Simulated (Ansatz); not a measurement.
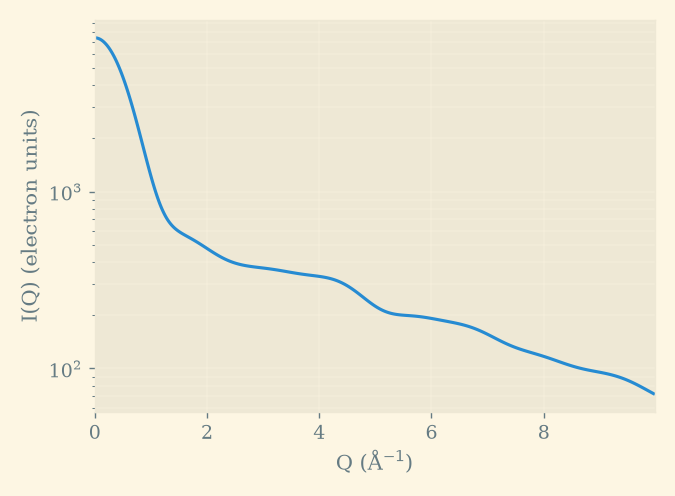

Elastic X-ray scattering of a randomly oriented, rigid molecule, calculated with the Debye equation from neutral-atom form factors (independent atoms, no Compton part, no vibration). The geometry is the end point of an optimisation (Ansatz, UHF/STO-3G); it may be a saddle point or a higher isomer. It contains C, Si, B, S, F, H.

Q: How many electrons does the independent-atom model of the molecule hold?

A: I(0) is the square of the electron number: I(0) = 7390, so about 86 electrons, the count of CH8BFSSi3.

Q: What radius of gyration does the initial fall-off give?

A: From I(Q) ≈ I(0) exp(−Q²R²/3) at small Q, R ≈ 2.48 Å. It is larger than the electron-weighted radius of the nuclear positions alone (2.36 Å), because each atom's electron cloud adds to it.
